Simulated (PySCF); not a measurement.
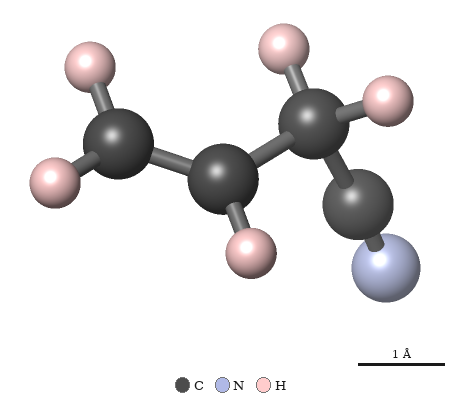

C4H5N, before the relaxation. A ball-and-stick model, seen at a tilt.

The start comes from GFN2-xTB. Its atoms were then displaced at random by about 0.01 Å.

Level of theory: PySCF 2.14.0, density-fitted response routines, PBE0-D3(BJ)/def2-SVP geometry optimisation, gas phase.

```xyz
10

C    -1.5906   -0.3979   -0.0810
C    -0.4713   -0.1245    0.5150
C     0.6516    0.6197   -0.1375
C     1.8628   -0.2320   -0.2251
N     2.7339   -0.9327   -0.2962
H    -1.8125   -0.0482   -1.0984
H    -2.3946   -0.9080    0.4095
H    -0.2666   -0.4489    1.5244
H     0.3959    0.9585   -1.1147
H     0.9418    1.4931    0.4831
```

### Where does the relaxation end?

After 8 geometry steps the energy has fallen by 0.197 eV. N5 moves most after the best rigid fit: 0.14 Å. By element the largest moves are N 0.14 Å, H 0.08 Å, C 0.07 Å. Some distances before and after: C4–N5 1.120 → 1.157 Å, C3–H9 1.065 → 1.102 Å, C1–C2 1.297 → 1.331 Å, C3–C4 1.483 → 1.461 Å. Bond angles that change, for instance: C3–C4–N5 176.3° → 179.6°, C2–C3–C4 110.7° → 112.9°, H9–C3–H10 109.0° → 106.8°. Cost: 19 s on 1 thread of Arm Neoverse V2, with other jobs on the host.

Final geometry:

```xyz
10

C    -1.6462   -0.3532   -0.0751
C    -0.4677   -0.1532    0.5107
C     0.6770    0.5802   -0.1335
C     1.8933   -0.2253   -0.2168
N     2.8565   -0.8638   -0.2755
H    -1.8507    0.0007   -1.0906
H    -2.4524   -0.8799    0.4411
H    -0.2876   -0.5265    1.5249
H     0.4059    0.9101   -1.1492
H     0.9223    1.4898    0.4429
```

After the run, drawn alike:

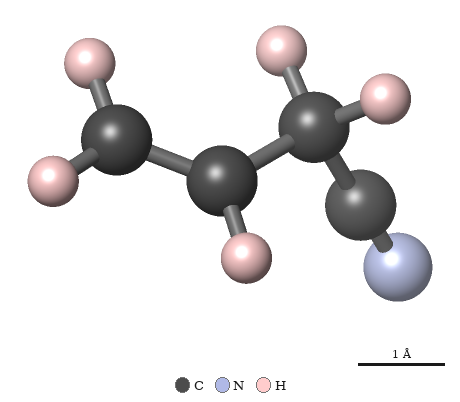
